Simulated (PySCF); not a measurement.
SMILES F[Si](F)(CCF)F (C2H4F4Si), GFN2-xTB optimised geometry. Atoms within 1.6 Å of the plane z = 0.6 Å (x, y, z in Å): F1 (-0.77, -2.32, 0.72), C2 (-0.64, -1.46, 1.78), C3 (-1.33, -0.13, 1.47), Si4 (-0.59, 0.78, 0.00), F5 (1.00, 0.78, 0.00), F6 (-1.00, 2.32, 0.00), H9 (0.43, -1.34, 1.96), H11 (-2.39, -0.32, 1.30).

Calculation: B3LYP/def2-TZVP in PySCF 2.14.0. Cells within 0.4 Å of a nucleus heavier than hydrogen are left out (blank, or x).

Map of the deformation density (molecule minus spherical neutral atoms) (e/bohr³) on the plane z = 0.6 Å:

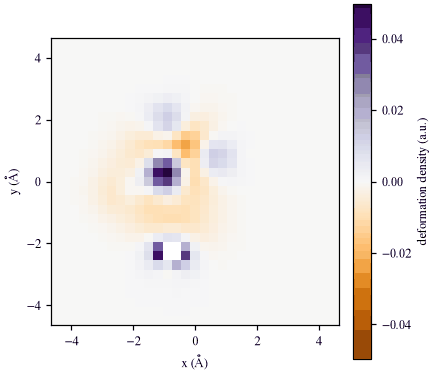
Deformation density (molecule minus spherical neutral atoms) (e/bohr³) on the plane z = 0.6 Å.
